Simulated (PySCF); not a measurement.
```xyz
14

C    -1.6748    1.0684   -0.1697
N    -0.9065    0.3096    0.7882
Ge   -0.3149   -1.3807    0.4221
S     1.1301   -1.2056   -1.2526
C     2.2249    0.0735   -0.5567
H    -1.2612    0.9048   -1.1779
H    -2.7517    0.8083   -0.2092
H    -1.6015    2.1505    0.0325
H    -1.1577    0.4829    1.7558
H    -1.3870   -2.3599   -0.1069
H     0.3250   -1.8804    1.7316
H     1.6336    0.8333   -0.0258
H     2.9664   -0.3655    0.1261
H     2.7491    0.5470   -1.3979
```

Geometry: PBE0-D3(BJ)/def2-SVP.

Computed with B3LYP/def2-SVPD, SCF density, gas phase in PySCF 2.14.0.

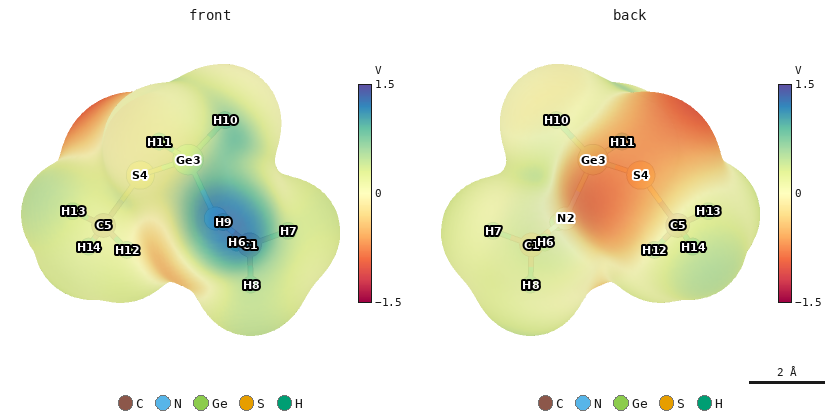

C2H9GeNS (SMILES C[NH][GeH2][S]C). The electrostatic potential painted on the density surface at 0.001 e/bohr³, seen from the front and from behind; the colour scale runs from red (negative) to blue (positive).

**Where is the surface potential most negative and most positive?**

The most negative region (about −0.9 V, or −21 kcal/mol for a unit charge) lies over S4, the most positive (about +1.2 V, or +28 kcal/mol for a unit charge) over H9.

**How polar is the molecule by this calculation?**

Its dipole moment is 2.05 D.
